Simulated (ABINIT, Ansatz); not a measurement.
# Li3TeF (Pm-3m): zone-centre phonons, part 2 of 2

Aim: the zone-centre modes of Li3TeF (Pm-3m).

ABINIT 10.8.3; DFT LDA, scalar-relativistic, plane waves, PseudoDojo norm-conserving pseudopotentials.

So far. Step 3 (Ground state): The cell stands at -0.72 GPa: the relaxation ran with a smoothed and higher cutoff and on another k mesh. Step 5 (Zone-centre response): The acoustic modes at Γ come out as far as 2.2 cm⁻¹ from zero, where they should vanish, a small numerical error; the Born charges miss their sum rule by 0.0027 e, which is good. The lowest optical mode is imaginary, 206i cm⁻¹, an instability at this level and on this k mesh. The relaxed cell has a = 5.015 Å (conventional setting).

The structure was built from a prototype and need not be the compound's stable phase.

## 6. Zone-centre analysis

anaddb reads the merged derivatives and imposes the acoustic sum rule.

anaddb.abi reads:

```
ddb_filepath "gamma_DDB"
output_file "anaddb.abo"
outdata_prefix "anaddb"
asr 1
chneut 1
enunit 2
eivec 1
nph1l 1
qph1l 0.0 0.0 0.0 1.0
dieflag 1
nph2l 3
qph2l 
    1.0 0.0 0.0 0.0
    0.0 0.0 1.0 0.0
    1.0 1.0 1.0 0.0
```

mrgddb.in reads:

```
gamma_DDB
merged
2
dfpt_gammao_DS2_DDB
gso_DDB
```

Command:

```bash
> mrgddb < mrgddb.in > mrgddb.log
> OMP_NUM_THREADS=1 anaddb anaddb.abi > anaddb.log
```

anaddb.abo, the main output file:

```text
[banners, grids, parts of the stress and lines that vanish by symmetry left out]
-outvars_anaddb: echo values of input variables ----------------------

 Flags :
[...]
Dielectric Tensor and Effective Charges
[...]
Effective charge tensors after
[...]
Phonon wavevector (reduced coordinates) :  0.00000  0.00000  0.00000
 Phonon energies in Hartree :
[...]
Phonon energies in meV     :
- -2.554235E+01 -2.554235E+01 -2.554235E+01 -2.236847E+01 -2.236847E+01
- -2.236847E+01  0.000000E+00  0.000000E+00  0.000000E+00  9.775354E+00
-  9.775354E+00  9.775354E+00  6.925737E+01  6.925737E+01  6.925737E+01
 Phonon frequencies in cm-1    :
- -2.060129E+02 -2.060129E+02 -2.060129E+02 -1.804138E+02 -1.804138E+02
- -1.804138E+02  0.000000E+00  0.000000E+00  0.000000E+00  7.884355E+01
-  7.884355E+01  7.884355E+01  5.585983E+02  5.585983E+02  5.585983E+02
 Phonon frequencies in Thz     :
- -6.176113E+00 -6.176113E+00 -6.176113E+00 -5.408671E+00 -5.408671E+00
- -5.408671E+00  0.000000E+00  0.000000E+00  0.000000E+00  2.363670E+00
-  2.363670E+00  2.363670E+00  1.674636E+01  1.674636E+01  1.674636E+01
 Phonon energies in Kelvin  :
- -2.964067E+02 -2.964067E+02 -2.964067E+02 -2.595753E+02 -2.595753E+02
- -2.595753E+02  0.000000E+00  0.000000E+00  0.000000E+00  1.134383E+02
-  1.134383E+02  1.134383E+02  8.036984E+02  8.036984E+02  8.036984E+02
[...]
-  1  0.00000000E+00  0.00000000E+00 -3.09070471E-03
-     0.00000000E+00  0.00000000E+00  0.00000000E+00
-  2  0.00000000E+00  0.00000000E+00 -1.03894408E-04
-     0.00000000E+00  0.00000000E+00  0.00000000E+00
-  3  0.00000000E+00  0.00000000E+00  1.05205775E-04
-     0.00000000E+00  0.00000000E+00  0.00000000E+00
-  4  0.00000000E+00  0.00000000E+00  5.13219820E-03
-     0.00000000E+00  0.00000000E+00  0.00000000E+00
-  5  0.00000000E+00  0.00000000E+00  5.13219820E-03
-     0.00000000E+00  0.00000000E+00  0.00000000E+00
[...]
-  1  0.00000000E+00  3.09070471E-03  0.00000000E+00
-     0.00000000E+00  0.00000000E+00  0.00000000E+00
-  2  0.00000000E+00  1.03894408E-04  0.00000000E+00
-     0.00000000E+00  0.00000000E+00  0.00000000E+00
-  3 -1.43754971E-07 -5.13219820E-03  0.00000000E+00
-     0.00000000E+00  0.00000000E+00  0.00000000E+00
-  4 -1.43754971E-07 -1.05205775E-04  0.00000000E+00
-     0.00000000E+00  0.00000000E+00  0.00000000E+00
-  5  0.00000000E+00 -5.13219820E-03  0.00000000E+00
-     0.00000000E+00  0.00000000E+00  0.00000000E+00
[...]
-  1  3.09070471E-03  0.00000000E+00  0.00000000E+00
-     0.00000000E+00  0.00000000E+00  0.00000000E+00
-  2  1.03894408E-04  0.00000000E+00  0.00000000E+00
-     0.00000000E+00  0.00000000E+00  0.00000000E+00
-  3 -5.13219820E-03  1.43754979E-07  0.00000000E+00
-     0.00000000E+00  0.00000000E+00  0.00000000E+00
[...]
-     0.00000000E+00  0.00000000E+00  0.00000000E+00
[...]
-  1  7.08264725E-05  0.00000000E+00  0.00000000E+00
-     0.00000000E+00  0.00000000E+00  0.00000000E+00
-  2  4.36939153E-04  0.00000000E+00  0.00000000E+00
-     0.00000000E+00  0.00000000E+00  0.00000000E+00
-  3  2.28681022E-04  0.00000000E+00  6.74768430E-07
-     0.00000000E+00  0.00000000E+00  0.00000000E+00
-  4  2.28681022E-04  0.00000000E+00  0.00000000E+00
-     0.00000000E+00  0.00000000E+00  0.00000000E+00
-  5 -8.68370212E-03  0.00000000E+00  0.00000000E+00
-     0.00000000E+00  0.00000000E+00  0.00000000E+00
[...]
-     1         -0.000001    -0.000006     1.491633     1.491633
-     2         -0.000042    -1.491633    -0.000006     1.491633
[...]
-     8         -0.000000     0.000000    -0.000000     0.000000
-     9         -0.000000    -0.000000     0.000000     0.000000
-    10         -0.000001     0.000002     0.196254     0.196254
-    11         -0.000020     0.196254    -0.000002     0.196254
-    12         -0.196254    -0.000020    -0.000001     0.196254
-    13         -0.000107     0.000000    -1.376355     1.376355
-    14         -0.000001     1.376355     0.000000     1.376355
-    15         -1.376355    -0.000001     0.000107     1.376355
[...]
-   1     Real    0.0000E+00  0.0000E+00  1.3851E-04  0.0000E+00 -5.3709E-11 -5.9840E-10  1.3851E-04
[...]
-   2     Real    1.0867E-13  1.3851E-04  0.0000E+00  3.8798E-09  1.6762E-14  5.9840E-10  1.3851E-04
[...]
-   3     Real    1.3851E-04  1.0867E-13  0.0000E+00 -3.8798E-09  5.3692E-11  0.0000E+00  1.3851E-04
[...]
-   4     Real    0.0000E+00  0.0000E+00  0.0000E+00  0.0000E+00  0.0000E+00  0.0000E+00  0.0000E+00
[...]
-   5     Real    0.0000E+00  0.0000E+00  0.0000E+00  0.0000E+00  0.0000E+00  0.0000E+00  0.0000E+00
[...]
-   6     Real    0.0000E+00  0.0000E+00  0.0000E+00  0.0000E+00  0.0000E+00  0.0000E+00  0.0000E+00
[...]
-   7     Real    0.0000E+00  0.0000E+00  0.0000E+00  0.0000E+00  0.0000E+00  0.0000E+00  0.0000E+00
[...]
-   8     Real    0.0000E+00  0.0000E+00  0.0000E+00  0.0000E+00  0.0000E+00  0.0000E+00  0.0000E+00
[...]
-   9     Real    0.0000E+00  0.0000E+00  0.0000E+00  0.0000E+00  0.0000E+00  0.0000E+00  0.0000E+00
[...]
-  10     Real    0.0000E+00  0.0000E+00  1.4212E-06  0.0000E+00 -5.5792E-12  1.4417E-11  1.4212E-06
[...]
-  11     Real    1.5452E-14  1.4212E-06  0.0000E+00 -1.4819E-10  0.0000E+00 -1.4418E-11  1.4212E-06
[...]
-  12     Real    1.4212E-06  1.5452E-14  0.0000E+00  1.4819E-10  5.5777E-12  0.0000E+00  1.4212E-06
[...]
-  13     Real    8.6596E-13  0.0000E+00  1.4342E-04  0.0000E+00  1.1144E-08 -1.0459E-11  1.4342E-04
[...]
-  14     Real    0.0000E+00  1.4342E-04  0.0000E+00 -1.3108E-10  0.0000E+00  1.0469E-11  1.4342E-04
[...]
-  15     Real    1.4342E-04  0.0000E+00  8.6596E-13  1.3108E-10 -1.1144E-08 -1.0185E-14  1.4342E-04
[...]
could try to raise your convergence parameters (ecut and k-points).
[...]
could try to raise your convergence parameters (ecut and k-points).
[...]
...

 abinit_abort: decision taken to exit. Check above messages for more info
```

It took 0.53 s on 1 thread of Arm Neoverse V1, shared host.

The program refused the input: “The lowest mode appears to be a "true" negative mode, and not an acoustic mode”.

With an imaginary mode the lattice part of the dielectric tensor has no meaning; dieflag 2 would ask for the electronic part alone. The modes stand as the response run printed them.

## 7. Cross-check with Ansatz

The same cell goes through another code at the same cutoff. The files are of one family, but Ansatz's library holds files of its own making for some heavy elements, so those for Te may differ. Its k mesh is centred on Γ.

This step: DFT LDA, scalar-relativistic, plane waves, norm-conserving pseudopotentials of its library (PseudoDojo's, some remade) (Ansatz 0.2.0).

input.yaml reads:

```yaml
crystal:
  lattice:
    - [5.015224657, 0.0, 0.0]
    - [0.0, 5.015224657, 0.0]
    - [0.0, 0.0, 5.015224657]
  atoms:
    - { symbol: F, position: [0.0, 0.0, 0.0] }
    - { symbol: Te, position: [0.5, 0.5, 0.5] }
    - { symbol: Li, position: [0.5, 0.5, 0.0] }
    - { symbol: Li, position: [0.5, 0.0, 0.5] }
    - { symbol: Li, position: [0.0, 0.5, 0.5] }
kpoints:
  mp_grid: { grid: [4, 4, 4] }
hamiltonian:
  xc: lda
  pseudopotentials: { kind: nc, accuracy: standard }
scf:
  occupations: { method: fixed }
output:
  eigenvalues: true
basis:
  ecutwfc: 925.187
phonons:
  method: dfpt
  dielectric: true
  rigid_motions: translations
```

Command:

```bash
> ansatz run input.yaml --threads 4 --pin off --max-ram 8192MiB --backend cpu --events-out ev --progress --plain --runs-dir out
```

The log of the run:

```text
Warning: basis.ecutwfc = 925.187 eV is below the records' recommended 1142.878222 eV, and the density's cutoff is lower with it unless basis.ecutrho_ratio is high enough to keep the records' density cutoff: compare with a run at a higher cutoff
Engine: ansatz 0.2.0, aarch64-unknown-linux-gnu
Pseudopotentials: kind: nc
Pseudopotential: F, nc, valence charge 7, recommended cutoff 1142.878222 eV (normal), F.nc.azcp (PseudoDojo's, or run here from an input of PseudoDojo's; its table is named by hamiltonian.pseudopotentials.accuracy)
Pseudopotential: Te, nc, valence charge 16, recommended cutoff 1120 eV (normal), Te.nc.azcp (PseudoDojo's, or run here from an input of PseudoDojo's; its table is named by hamiltonian.pseudopotentials.accuracy)
Pseudopotential: Li, nc, valence charge 3, recommended cutoff 1006.821291 eV (normal), Li.nc.azcp (PseudoDojo's, or run here from an input of PseudoDojo's; its table is named by hamiltonian.pseudopotentials.accuracy)
Functional definition: SPW92
  exchange = slater_x
  correlation = pw_c
Crystal: 5 atoms, lattice volume = 126.145 Å³
Basis set: ecut = 925.187 eV, 8121 PW (Γ), exchange–correlation on 100×100×100 points (8 copies of the dense FFT grid, shifted against one another)
Bands: 21, of which v1, the nominal top of the filled ones, is band 16 counted from 1 (15 counted from 0)
Symmetry: 48 space group operations
k-points: 30 of 64 (irreducible under 2 space group operations, time reversal used)
Non-local potential: F, projectors of the file, l = 0: 2, l = 1: 2, l = 2: 1
Non-local potential: Te, projectors of the file, l = 0: 3, l = 1: 2, l = 2: 2, l = 3: 2
Non-local potential: Li, projectors of the file, l = 0: 2, l = 1: 2
Initial density: superposition of atomic densities (chi_scale 0.1, normalization cell), built separately for each of the 2 bonded fragments (scf.initial_density.interfragment_charge_transfer: auto; true builds it for the cell as a whole; a typed value also counts as a typed key of the start: scf.initial_density.chi_scale says what that changes, if anything)
Initial wavefunctions: pseudopotential atomic-orbital guess
Functional: x = slater, c = lda
SCF iter   1: F=—  HF=-4099.462919 eV  |F-HF|=—  |Δ(HF+E_count)|=         —  Δρ=5.94e-2  dr2=5.43e0  ethr=3.10e-3  ⟨swp⟩=5.1  Hψ=2609  notcnv=0  defer=68
preconditioner: auto → Resta (q_TF=auto, 2.171 Å⁻¹)  ε∞=2.9  [insulator: Δε(μ)=3.706 eV  Ē_g=8.890 eV  n_scr=26 (ndim 8)  ℏωp=12.4 eV  f_vac=0.000  ε∞_Penn≈2.9]
SCF iter   2: F=—  HF=-4097.892642 eV  |F-HF|=—  |Δ(HF+E_count)|=    1.57e0  Δρ=3.20e-2  dr2=6.78e-1  ethr=3.10e-3  ⟨swp⟩=2.6  Hψ=1246  notcnv=0  defer=67
SCF iter   3: F=—  HF=-4097.773222 eV  |F-HF|=—  |Δ(HF+E_count)|=   1.19e-1  Δρ=1.09e-2  dr2=2.72e-1  ethr=2.12e-3  ⟨swp⟩=2.0  Hψ=1163  notcnv=0  defer=61
SCF iter   4: F=—  HF=-4097.728328 eV  |F-HF|=—  |Δ(HF+E_count)|=   4.49e-2  Δρ=5.91e-3  dr2=2.77e-2  ethr=8.49e-4  ⟨swp⟩=2.0  Hψ=757  notcnv=0  defer=76
SCF iter   5: F=—  HF=-4097.728047 eV  |F-HF|=—  |Δ(HF+E_count)|=   2.81e-4  Δρ=1.45e-3  dr2=2.05e-3  ethr=8.64e-5  ⟨swp⟩=2.0  Hψ=1090  notcnv=0  defer=80
SCF iter   6: F=—  HF=-4097.728680 eV  |F-HF|=—  |Δ(HF+E_count)|=   6.33e-4  Δρ=1.85e-4  dr2=7.71e-5  ethr=6.39e-6  ⟨swp⟩=2.4  Hψ=894  notcnv=0  defer=80
SCF iter   7: F=—  HF=-4097.728706 eV  |F-HF|=—  |Δ(HF+E_count)|=   2.68e-5  Δρ=3.45e-5  dr2=2.01e-6  ethr=2.41e-7  ⟨swp⟩=2.5  Hψ=887  notcnv=0  defer=74
SCF iter   8: F=—  HF=-4097.728315 eV  |F-HF|=—  |Δ(HF+E_count)|=   3.91e-4  Δρ=7.32e-6  dr2=5.38e-8  ethr=6.29e-9  ⟨swp⟩=2.1  Hψ=846  notcnv=0  defer=53
SCF iter   9: F=—  HF=-4097.728315 eV  |F-HF|=—  |Δ(HF+E_count)|=   4.12e-8  Δρ=3.71e-6  dr2=2.25e-8  ethr=1.68e-10  ⟨swp⟩=2.0  Hψ=920  notcnv=0  defer=53
SCF iter  10: F=—  HF=-4097.728315 eV  |F-HF|=—  |Δ(HF+E_count)|=   3.16e-9  Δρ=1.05e-6  dr2=1.68e-9  ethr=7.02e-11  ⟨swp⟩=2.0  Hψ=683  notcnv=0  defer=53
SCF iter  11: F=-4097.728315 eV  HF=-4097.728315 eV  |F-HF|=2.64e-11  |Δ(HF+E_count)|=  1.96e-10  Δρ=1.62e-7  dr2=3.17e-11  ethr=1.00e-12  ⟨swp⟩=13.8  Hψ=4814  notcnv=0
SCF 1 converged in 11 iterations: F = -4097.728315 eV  dr2 = 3.17e-11
DFPT response loops at Γ: preconditioner auto → none (the input reference at scf.mixing.eps_inf says where Resta's filter doesn't serve); β = 0.50; Broyden in place of MSR1
── the response to a field inside a basis, on 4×4×4 k-points: an SCF that follows is theirs, and a resumed run solves both again ──
Bands: 17, of which v1, the nominal top of the filled ones, is band 16 counted from 1 (15 counted from 0)
k-points: 4 of 64
Initial density: handed on by an earlier stage of this run
Initial wavefunctions: pseudopotential atomic-orbital guess (no wavefunctions were taken with the density)
Eigensolver: Dense (4 Hₖ)
SCF iter   1: F=—  HF=-4097.736971 eV  |F-HF|=—  |Δ(HF+E_count)|=         —  Δρ=8.09e-4  dr2=1.05e-4  ethr=1.00e-1
preconditioner: auto → Resta (q_TF=auto, 2.171 Å⁻¹)  ε∞=5.2  [insulator: Δε(μ)=3.695 eV  Ē_g=6.022 eV  n_scr=26 (ndim 8)  ℏωp=12.4 eV  f_vac=0.153  ε∞_Penn≈5.2]
SCF iter   2: F=—  HF=-4097.736965 eV  |F-HF|=—  |Δ(HF+E_count)|=   6.02e-6  Δρ=3.95e-4  dr2=2.89e-5  ethr=3.29e-7
SCF iter   3: F=—  HF=-4097.736965 eV  |F-HF|=—  |Δ(HF+E_count)|=   1.23e-7  Δρ=1.94e-4  dr2=4.61e-6  ethr=9.03e-8
SCF iter   4: F=-4097.736966 eV  HF=-4097.736966 eV  |F-HF|=1.49e-8  |Δ(HF+E_count)|=   6.60e-7  Δρ=8.62e-6  dr2=2.68e-8  ethr=1.44e-8
SCF 1 converged in 4 iterations: F = -4097.736966 eV  dr2 = 2.68e-8
DFPT response loops at Γ: mixed as the last ones told, above
SCF converged after 11 iterations
Free energy (F): -4097.728315 eV
Harris-Foulkes:  -4097.728315 eV  (|F-HF|=2.64e-11)
Internal energy: -4097.728315 eV  (E = F + TS)
E sigma→0 (E₀):  -4097.728315 eV
Fermi energy:    0.109687 eV
--- Per-component energies (eV) ---
  E_band       = -673.667198
  E_kinetic    = 2395.323027
  E_local      = -3972.349846  (includes V_loc(G=0)·N_el)
  E_nonlocal   = -1220.190972
  E_hartree    = 1434.803468
  E_xc         = -934.938202
  E_vxc        = -746.056555  (∫ρ·V_xc dr)
  E_ewald      = -1800.375791
  E_smearing   = -0.000000  (= −TS)
  E_closure    = 0.000000  (closes the sum)
  Σ components = -4097.728315   (vs F -4097.728315, Δ=0.00e0)
--- Band table (eV; the first three rows and the last of 30) ---
  k-point 0: bands = [... 12 lower, -1.2813, 0.0291, 0.0291, 0.0291, 3.2005, 5.8066, 5.8066, 8.1066, ... 1 higher]
  k-point 1: bands = [... 12 lower, -1.1793, -0.1135, -0.0224, -0.0224, 3.9334, 5.8513, 6.0292, 6.7022, ... 1 higher]
  k-point 2: bands = [... 12 lower, -1.0600, -0.2254, -0.0904, -0.0904, 4.8653, 5.8175, 6.0248, 6.0248, ... 1 higher]
  k-point 29: bands = [... 12 lower, -0.9540, -0.2659, -0.2659, -0.2659, 4.0431, 4.0431, 4.0431, 7.9557, ... 1 higher]
--- Phonons (Γ-DFPT): 4 representative perturbations + reference, on 30 of 64 k-points (Σ response iterations 15) ---
  k mesh reduced under 2 symmetry operations, with k and −k counted as one. Each operation leaves every solved perturbation unchanged. A smaller set is not considered because the run solves the response to a homogeneous field
  ASR residual: 6.366e-4 → 0.000e0 eV/Å²; symmetrization residual: 2.124e-6 eV/Å²
  ASR residual per site (eV/Å²): 6.37e-4 1.03e-4 1.48e-5 1.48e-5 1.48e-5
  Γ frequencies (cm⁻¹): -206.05 -206.05 -206.05 -180.39 -180.39 -180.39 0.00 0.00 0.00 78.75 78.75 78.75 558.58 558.58 558.58
  ε∞ (high-frequency dielectric tensor):
        2.844024    -0.000000     0.000000
       -0.000000     2.844024     0.000000
        0.000000     0.000000     2.844024
  softest optical mode at Γ: -206.05 cm⁻¹; the repairs (sum rule, projections) moved no ω² at Γ by more than (3.22 cm⁻¹)²
  Born effective charges Z* (e; rows j = field, columns β = displacement):
    site 0:
        -1.45518    0.00000   -0.00000
         0.00000   -1.45518    0.00000
         0.00000    0.00000   -1.45518
    site 1:
        -1.24997    0.00000   -0.00000
        -0.00000   -1.24997    0.00000
         0.00000    0.00000   -1.24997
    site 2:
         0.68212   -0.00000   -0.00000
         0.00000    0.68212    0.00000
        -0.00000    0.00000    1.34091
    site 3:
         0.68212   -0.00000   -0.00000
        -0.00000    1.34091    0.00000
         0.00000    0.00000    0.68212
    site 4:
         1.34091    0.00000    0.00000
         0.00000    0.68212    0.00000
        -0.00000    0.00000    0.68212
  Z* charge neutrality: 4.913e-4 e pre-enforcement
  solved inside a basis spanned on kpoints, on 4×4×4 k-points, its susceptibility summed on 8×8×8: ε∞ is read to err by 7.2e-3, Z* by 1.8e-2 e (field_mesh: kpoints solves on kpoints); Z* is corrected for what the basis lacks
  optical modes at Γ without the LO–TO term, one row a degenerate level:
      ω (cm⁻¹)  modes    IR ((D/Å)²/amu)
       -206.05      3            17.4796
       -180.39      3             0.0000
         78.75      3             0.1800
        558.58      3            18.1148
  optical modes at Γ + LO–TO along q̂ = [1.0000, 0.0000, 0.0000]:
      ω (cm⁻¹)  modes    IR ((D/Å)²/amu)
       -206.05      2            11.6531
       -180.39      3             0.0000
       -108.72      1             4.3866
         78.75      2             0.1200
         83.99      1             0.3334
        558.58      2            12.0765
        592.81      1             7.2048
  optical modes at Γ + LO–TO along q̂ = [0.0000, 1.0000, 0.0000]:
      ω (cm⁻¹)  modes    IR ((D/Å)²/amu)
       -206.05      2            11.6531
       -180.39      3             0.0000
       -108.72      1             4.3866
         78.75      2             0.1200
         83.99      1             0.3334
        558.58      2            12.0765
        592.81      1             7.2048
  optical modes at Γ + LO–TO along q̂ = [0.0000, 0.0000, 1.0000]:
      ω (cm⁻¹)  modes    IR ((D/Å)²/amu)
       -206.05      2            11.6531
       -180.39      3             0.0000
       -108.72      1             4.3866
         78.75      2             0.1200
         83.99      1             0.3334
        558.58      2            12.0765
        592.81      1             7.2048
```

Elapsed: 50 s, on 4 threads; peak memory 1.4 GiB; 3.2 min of CPU time.

Numbers from this step:

- gap on the k-mesh: 3.091 eV
- sum-rule residual before enforcement: 6.37e-4 eV/Å²
- miss of the charge sum rule: 4.91e-4 e
- estimated error of the dielectric tensor: 0.007219
- estimated error of the Born charges: 0.01794 e
- lowest optical zone-centre mode: -206.1 cm⁻¹
- mean high-frequency dielectric constant: 2.844
- largest Born charge in size (third of the trace): 1.455 e
- highest mode moved by the LO-TO term: 592.8 cm⁻¹

Transverse modes; imaginary modes left out. Lines of the infrared spectrum (strongest = 100):

```tsv
position (cm⁻¹)	label	IR intensity ((D/Å)²/amu), degenerate modes summed, relative
79	T1u	1.0
559	T1u	100
```

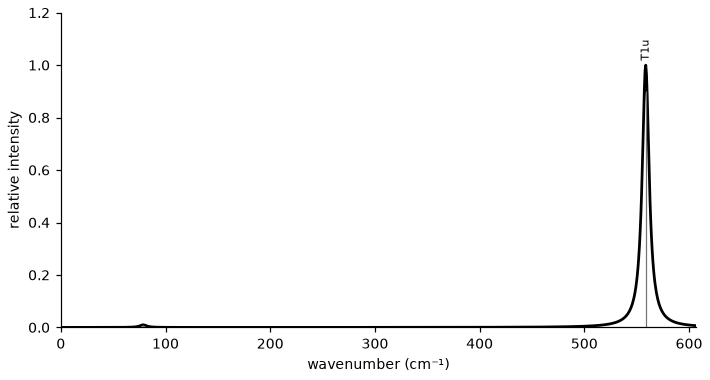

The infrared spectrum, broadened with Lorentzians of width 8 cm⁻¹; bars mark the lines.

## 8. The two compared: ABINIT PseudoDojo and Ansatz, library NC

Worked out from the results:

```yaml
root_mean_square_difference: 0.12 cm⁻¹
largest_difference: 0.22 cm⁻¹
```

The 12 of 12 modes that differ most. Frequencies side by side:

```tsv
q (reciprocal lattice)	mode	ABINIT PseudoDojo (cm⁻¹)	Ansatz, library NC (cm⁻¹)
0 0 0	1	-206	-206.1
0 0 0	2	-206	-206.1
0 0 0	3	-206	-206.1
0 0 0	4	-180.4	-180.4
0 0 0	5	-180.4	-180.4
0 0 0	6	-180.4	-180.4
0 0 0	10	78.97	78.75
0 0 0	11	78.97	78.75
0 0 0	12	78.97	78.75
0 0 0	13	558.6	558.6
0 0 0	14	558.6	558.6
0 0 0	15	558.6	558.6
```

The two runs side by side. Further quantities:

```tsv
quantity	ABINIT PseudoDojo	Ansatz, library NC
mean ε∞	2.841	2.844
largest Born charge in size (e; the first before, the second after the charge sum rule)	1.454	1.455
```

At the zone centre the largest difference (acoustic modes at Γ apart) is 0.04 % of the highest mode.

## 9. What came out

- space group after relaxation: Pm-3m
- volume per atom: 25.2 Å³
- highest optical zone-centre mode (no LO-TO term): 558.6 cm⁻¹
- lowest optical zone-centre mode: -206.0 cm⁻¹
- mean high-frequency dielectric constant: 2.84
- largest Born charge in size (third of the trace): 1.45 e
- largest difference from Ansatz, library NC: 0.22 cm⁻¹

What this shows: At the LDA level the optical modes of Li3TeF (Pm-3m) at the zone centre (no LO-TO term) run from 206i to 559 cm⁻¹, so the structure is a saddle point, with 6 modes beyond 10i cm⁻¹ there. The base run prints -0.72 GPa, mostly the error of a finite basis; the relaxation, with a smoothed and higher cutoff, had brought the cell to rest. ABINIT PseudoDojo and Ansatz, library NC agree to 0.22 cm⁻¹ (0.04 % of the highest mode compared) on all solved modes but the acoustic ones at Γ, without the LO-TO term. These are harmonic frequencies at zero temperature: anharmonic shifts and linewidths and thermal expansion are left out. Spin-orbit coupling is left out, which can matter for the heavy elements here. Ansatz warns that the cutoff lies 19 % under the one recommended for these files; agreement at one cutoff is not convergence. The total energies of the two programs lie far apart, so at least one potential file in Ansatz's library differs from the published one read by the first program. The structure is a hypothetical one, built on a prototype.

[Host names and launcher messages were left out of these logs when they were recorded.]

[Logs are printed without paths, hosts, clocks, repeated set-up lines and the standing remarks that a program may print on its own settings, such as how far it seeks lower states.]

[Hosts, paths, dates, database ids (printed as entryN), source tags and the programs' standing remarks are cut or masked in the printed files.]
